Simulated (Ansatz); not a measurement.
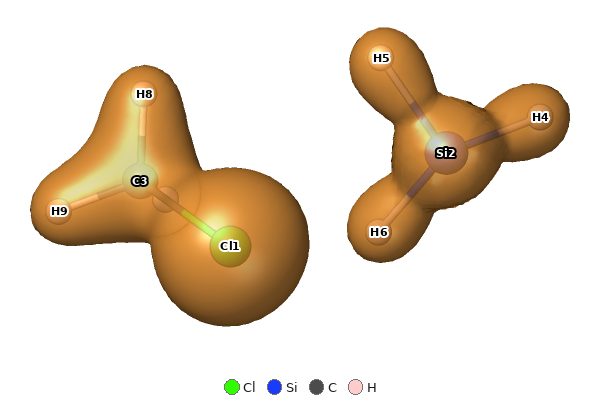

Figure 1: CH3Cl···H3Si (doublet). Isosurface of the electron density at 0.6 e/Å³ (orange), seen at an oblique angle.

The product side of a reaction path; geometry: PBE0-D4/def2-TZVP.

The calculation used UKS PBE0-D4/def2-TZVPP in Ansatz 0.2.0.

```xyz
9

Cl   -1.8843    0.6090    0.2418
Si    1.1572   -0.5572    1.7302
C    -1.0482    0.5039   -1.3188
H     2.3866   -1.0430    2.4147
H     1.4542    0.6630    0.9349
H     0.5887   -1.6252    0.8662
H    -0.4987   -0.4342   -1.3545
H    -0.3641    1.3451   -1.4026
H    -1.7916    0.5385   -2.1118
```

**Which contacts does the surface bridge?**

At this value the surface falls into two separate pieces. It bridges the sampled C–Cl (1.77 Å), C–H (1.09 Å) and Si–H (1.49 Å) contacts, where the density stays above the isovalue. It is pinched off along the sampled Si···Cl (3.58 Å) contacts. On the grid the lowest density along these lines, outside the cores, is 0.05 e/Å³ (Si···Cl, 3.58 Å), 1.3 e/Å³ (C–Cl, 1.77 Å), 2 e/Å³ (C–H, 1.09 Å) and 0.81 e/Å³ (Si–H, 1.49 Å).
